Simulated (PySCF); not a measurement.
Input file:

```
{"job": {"kind": "uv", "xc": "B3LYP", "basis": "def2-SVPD", "nstates": 8, "ntriplets": 3}, "charge": 0, "multiplicity": 1}
C     -1.322487    -1.349746     0.108059
Si    -0.247151     0.073009    -0.552678
C     -0.754387     1.702259     0.286501
Ge     2.017222    -0.360700    -0.090647
H     -1.212294    -1.457412     1.184151
H     -2.375510    -1.186835    -0.100927
H     -1.037377    -2.294434    -0.346470
H     -0.448331     0.192631    -2.007234
H     -1.789629     1.956920     0.080853
H     -0.135733     2.525525    -0.060232
H     -0.637092     1.636653     1.365368
H      2.868342    -0.718439    -1.274369
H      2.287479    -1.492840     0.859438
H      2.786270     0.772936     0.526021
```

Command:

```sh
OMP_NUM_THREADS=1 python probes_run.py task.json out
```

Geometry: GFN2-xTB.

These are results of B3LYP/def2-SVPD, SCF density, gas phase in PySCF 2.14.0, not measurements.

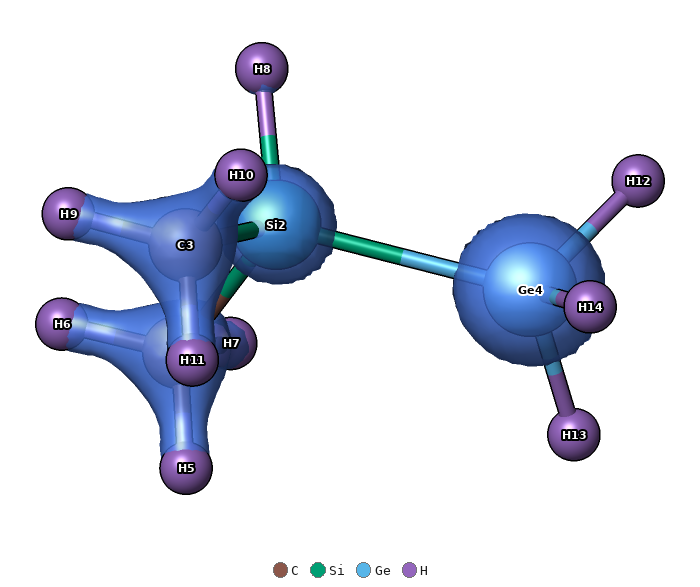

C2H10GeSi. Isosurface of the electron density at 1.5 e/Å³ (blue), seen from one side.

> How is the density connected at this value?

At this value the surface falls into eight separate pieces. It bridges the sampled C–H (1.09 Å) contacts, where the density stays above the isovalue. It is pinched off along the sampled C–Si (1.90 Å), Si–Ge (2.35 Å) and Si–H (1.47 Å) contacts. On the grid the lowest density along these lines, outside the cores, is 0.76 e/Å³ (C–Si, 1.90 Å), 0.61 e/Å³ (Si–Ge, 2.35 Å), 1.8 e/Å³ (C–H, 1.09 Å) and 0.77 e/Å³ (Si–H, 1.47 Å).
